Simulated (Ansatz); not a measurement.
## Geometry relaxation of CH₅BrSi

The run: geometry relaxation of CH₅BrSi. Method and program: RKS PBE0-D4/def2-TZVP (Ansatz 0.2.0).

Figures and captions count atoms from 1; the log counts them from 0 in places.

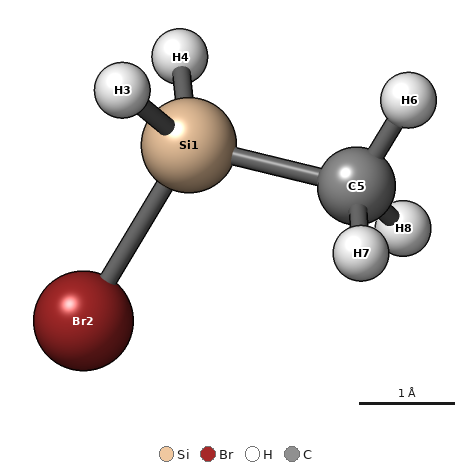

Figure 1. The structure as given in the input (ball-and-stick view, seen at a tilt; atoms are numbered from 1 in the order of the input). Bond lengths as drawn: Br–Si 2.23 Å, C–H 1.09 Å, C–Si 1.86 Å and H–Si 1.48 Å.

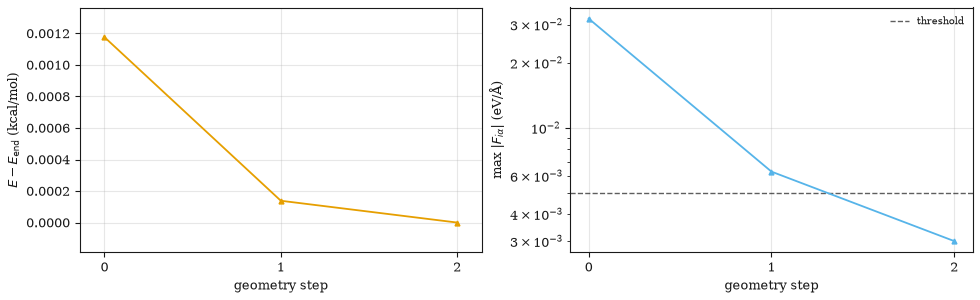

Figure 2. Progress of the relaxation, step by step (the first geometry is step 0 here and step 1 in the log). Over 2 geometry steps the energy falls by next to nothing (0.0 kcal/mol). The largest force component goes from 0.032 to 0.003 eV/Å. The atoms keep their places after the best rigid fit (all moves are under 0.005 Å).

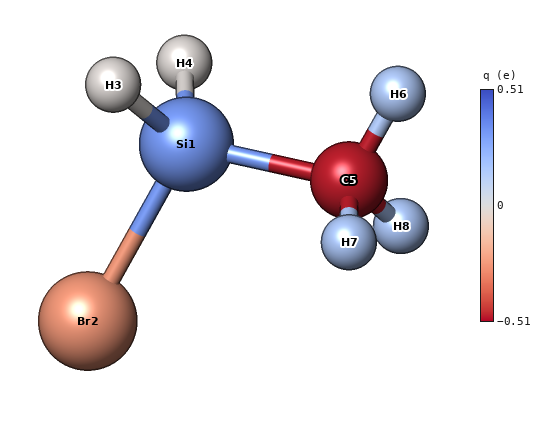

Figure 3. Mulliken charges, as the colour of each atom (ball-and-stick view, seen at a tilt; atoms are numbered from 1 in the order of the input). By element: Si +0.31, Br −0.25, H −0.01 to +0.15 and C −0.48 e.

The input and output of the run follow.

Input file:
```yaml
crystal:
  periodic: [false, false, false]
  atoms:
    - {symbol: Si, position_ang: [-0.882709, -0.655488, -0.189930]}
    - {symbol: Br, position_ang: [0.379418, -1.622244, -1.754607]}
    - {symbol: H, position_ang: [-1.920501, -1.642328, 0.194853]}
    - {symbol: H, position_ang: [-1.525563, 0.522534, -0.819967]}
    - {symbol: C, position_ang: [0.179083, -0.172812, 1.255655]}
    - {symbol: H, position_ang: [-0.435497, 0.299735, 2.027136]}
    - {symbol: H, position_ang: [0.664112, -1.049780, 1.688353]}
    - {symbol: H, position_ang: [0.951292, 0.534002, 0.946825]}
basis:
  gaussian: {orbitals: def2-TZVP}
hamiltonian: {xc: pbe0, dispersion: d4}
relax: {f_tol: 0.005, max_steps: 200}
```

Launched with:
```bash
ansatz run in.yaml --threads 4 --pin off --events-out ev --progress --plain --max-ram 9574MiB
```

The program's output:
```
Functional definition: PBE0
  name "PBE0"
  cite "Adamo & Barone, J. Chem. Phys. 110, 6158 (1999) doi:10.1063/1.478522"
  cite "Perdew, Burke & Ernzerhof, Phys. Rev. Lett. 77, 3865 (1996) doi:10.1103/PhysRevLett.77.3865"
  parent pbe
  parameter a = 0.25
  parameter kappa = 0.804
  parameter beta = 0.06672455060314922
  exchange = (1 - a)*pbe_x(kappa = kappa, mu = beta*pi^2/3) + a*exact_x
  correlation = pbe_c(beta = beta)
1081 factors; their error is unknown
mean field evaluation 1: about -79026.5115 eV, gradient 4.7e1 eV
mean field evaluation 2: about -79024.5799 eV, gradient 5.1e1 eV
mean field evaluation 4: about -79031.4389 eV, gradient 1.8e0 eV
mean field evaluation 8: about -79031.9091 eV, gradient 1.0e-1 eV
mean field -79031.90907851 eV, -2904.3690888833 hartree, gradient 3.2e-5 eV, S^2 0.000000; 0 other end points of the search recorded, 0 dependent functions left out
the calculation of the forces begins
reference -79031.90910734 eV, -2904.3690899428 hartree; 30, 30 occupied and 116, 116 virtual orbitals, 1081 factors
relax step   1: F+E_penalty+E_count = -79032.03859081 eV  Δ(F+E_penalty+E_count) = +0.000e0 eV  max|allowed force component| = 3.198e-2 eV/Å  Δτ_max = 0.0000 Å  (25 SCF iters, accepted)
these checks for a lower state are left out or cut short: starts, cluster_reference, orbital_swaps, neighbouring_geometries, increment
1081 factors; their error is unknown
mean field evaluation 16: about -79031.4455 eV, gradient 4.5e-1 eV
mean field -79031.90912823 eV, -2904.3690907105 hartree, gradient 1.3e-5 eV, S^2 0.000000; 0 other end points of the search recorded, 0 dependent functions left out
the calculation of the forces begins
reference -79031.90915706 eV, -2904.3690917699 hartree; 30, 30 occupied and 116, 116 virtual orbitals, 1081 factors
relax step   2: F+E_penalty+E_count = -79032.03863577 eV  Δ(F+E_penalty+E_count) = -4.497e-5 eV  max|allowed force component| = 6.287e-3 eV/Å  Δτ_max = 0.0023 Å  (30 SCF iters, accepted)
these checks for a lower state are left out or cut short: starts, cluster_reference, orbital_swaps, neighbouring_geometries, increment
1081 factors; their error is unknown
mean field -79031.90912620 eV, -2904.3690906359 hartree, gradient 1.3e-5 eV, S^2 0.000000; 0 other end points of the search recorded, 0 dependent functions left out
the calculation of the forces begins
reference -79031.90915503 eV, -2904.3690916952 hartree; 30, 30 occupied and 116, 116 virtual orbitals, 1081 factors
relax step   3: F+E_penalty+E_count = -79032.03864236 eV  Δ(F+E_penalty+E_count) = -6.590e-6 eV  max|allowed force component| = 3.004e-3 eV/Å  Δτ_max = 0.0010 Å  (30 SCF iters, accepted)
1081 factors; their error is unknown
mean field evaluation 32: about -79031.9090 eV, gradient 4.4e-1 eV
mean field -79031.90912620 eV, -2904.3690906359 hartree, gradient 1.3e-5 eV, S^2 0.000000; 1 other end points of the search recorded, 0 dependent functions left out
the calculation of the forces begins
reference -79031.90915503 eV, -2904.3690916952 hartree; 30, 30 occupied and 116, 116 virtual orbitals, 1081 factors
Total energy: -79032.03867119 eV, -2904.3738513263 hartree
Atom 0 at    -0.881969    -0.657133    -0.191008 Å, force    -0.002079     0.000850     0.000489 eV/Å
Atom 1 at     0.379235    -1.621417    -1.755269 Å, force     0.002060    -0.001937    -0.003004 eV/Å
Atom 2 at    -1.921114    -1.641807     0.195929 Å, force    -0.000027    -0.000024     0.000439 eV/Å
Atom 3 at    -1.525062     0.522264    -0.819098 Å, force    -0.000618     0.000656     0.000253 eV/Å
Atom 4 at     0.178856    -0.172813     1.255241 Å, force    -0.000403     0.000160     0.001010 eV/Å
Atom 5 at    -0.436108     0.299951     2.026304 Å, force    -0.000192     0.000201     0.000023 eV/Å
Atom 6 at     0.664013    -1.049356     1.688750 Å, force     0.000501    -0.000162     0.000595 eV/Å
Atom 7 at     0.951784     0.533930     0.947469 Å, force     0.000758     0.000256     0.000195 eV/Å
Dipole moment:    -0.067067     0.182212     0.362435 e Å
```

Trajectory as extended XYZ (Å, eV, eV/Å), 3 frames, from step=1 to step=3:
```
8
Properties=species:S:1:pos:R:3:forces:R:3 step=1 energy=-79032.03859
Si   -0.8827   -0.6555   -0.1899    0.0142  -0.0320  -0.0257
Br    0.3794   -1.6222   -1.7546   -0.0090   0.0107   0.0114
H    -1.9205   -1.6423    0.1949   -0.0039   0.0047   0.0049
H    -1.5256    0.5225   -0.8200   -0.0023   0.0075   0.0023
C     0.1791   -0.1728    1.2557   -0.0095   0.0042   0.0028
H    -0.4355    0.2997    2.0271    0.0019   0.0017   0.0023
H     0.6641   -1.0498    1.6884    0.0017   0.0004  -0.0010
H     0.9513    0.5340    0.9468    0.0070   0.0028   0.0030
8
Properties=species:S:1:pos:R:3:forces:R:3 step=2 energy=-79032.03864
Si   -0.8818   -0.6574   -0.1909    0.0003  -0.0005  -0.0058
Br    0.3801   -1.6215   -1.7558   -0.0057   0.0024   0.0063
H    -1.9216   -1.6412    0.1965    0.0014  -0.0030  -0.0014
H    -1.5249    0.5221   -0.8187   -0.0009   0.0019  -0.0025
C     0.1787   -0.1728    1.2552    0.0008  -0.0012   0.0014
H    -0.4361    0.2999    2.0265   -0.0007  -0.0003  -0.0011
H     0.6639   -1.0494    1.6884    0.0024   0.0000   0.0022
H     0.9514    0.5340    0.9472    0.0024   0.0006   0.0008
8
Properties=species:S:1:pos:R:3:forces:R:3 step=3 energy=-79032.03864
Si   -0.8820   -0.6571   -0.1910   -0.0021   0.0008   0.0005
Br    0.3792   -1.6214   -1.7553    0.0021  -0.0019  -0.0030
H    -1.9211   -1.6418    0.1959    0.0000   0.0000   0.0004
H    -1.5251    0.5223   -0.8191   -0.0006   0.0007   0.0003
C     0.1789   -0.1728    1.2552   -0.0004   0.0002   0.0010
H    -0.4361    0.3000    2.0263   -0.0002   0.0002   0.0000
H     0.6640   -1.0494    1.6887    0.0005  -0.0002   0.0006
H     0.9518    0.5339    0.9475    0.0008   0.0003   0.0002
```

Results in brief:

```json
{"quantity": "outcome", "value": "converged"}
{"quantity": "total energy", "value": "−79032.0387 eV"}
{"quantity": "mean-field energy", "value": "−79031.9092 eV"}
{"quantity": "dispersion energy", "value": "−0.1295 eV"}
{"quantity": "SCF solution under orbital rotations", "value": "stable"}
{"quantity": "largest force (length of the vector) at the end", "value": "0.004 eV/Å"}
{"quantity": "dipole moment", "value": "1.97 D"}
{"quantity": "hardware", "value": "4 threads of Arm Neoverse V1, 23 GiB of memory available, shared host"}
{"quantity": "wall time", "value": "8 s (CPU time 29 s)"}
{"quantity": "peak memory", "value": "0.46 GiB"}
```
